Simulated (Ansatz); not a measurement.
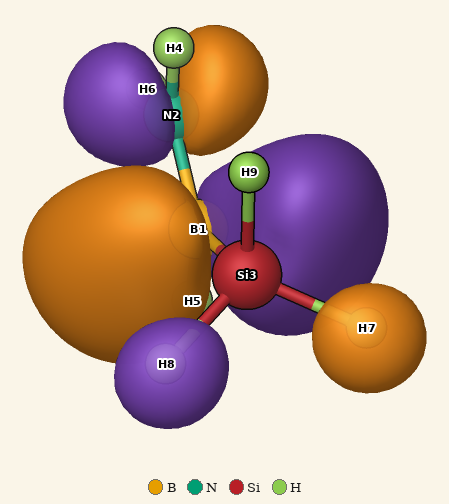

BH6NSi. The LUMO at ±0.1 Å⁻³ᐟ² (orange and purple are the two phases), seen at an oblique angle.

Method: RKS B3LYP/cc-pVDZ (Ansatz).

```xyz
9

B    -0.2336    0.5691   -0.3634
N    -0.8669    1.4415    0.5146
Si    0.6721   -1.1215    0.3018
H    -0.9171    1.2955    1.5172
H    -0.2420    0.8561   -1.5376
H    -1.3296    2.2939    0.2144
H     2.1347   -1.1320   -0.0394
H     0.0714   -2.3480   -0.3230
H     0.5618   -1.2821    1.7943
```

Q: Describe this orbital and give its energy.

A: Its weight (Hirshfeld) is mainly on B1 (about 45 %), Si3 (about 20 %) and N2 (about 20 %). Its energy is −0.45 eV.
